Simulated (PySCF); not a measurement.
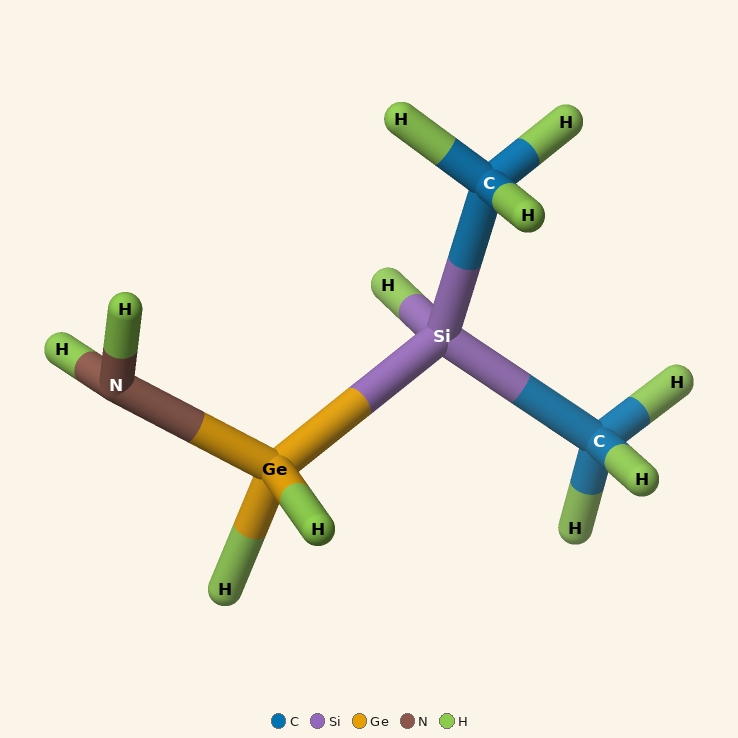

The computed structure is the end point of a GFN2-xTB optimisation. No frequency run is at hand to confirm it as a minimum. Properties computed with B3LYP/def2-SVPD, gas phase (PySCF 2.14.0). Excitations: vertical, linear response.

### What is the brightest of the 8 lowest singlets?

6.64 eV.

### What is the HOMO energy (Kohn–Sham orbital)?

−6.50 eV.

### What is the LUMO energy (Kohn–Sham orbital)?

−0.32 eV.

### Estimate the lowest vertical singlet excitation.

5.21 eV.

The geometry is semi-empirical. Around Ge, Si such bond lengths and angles can be off by a tenth of an ångström or more and by several degrees, and values that hang on the shape move with them.
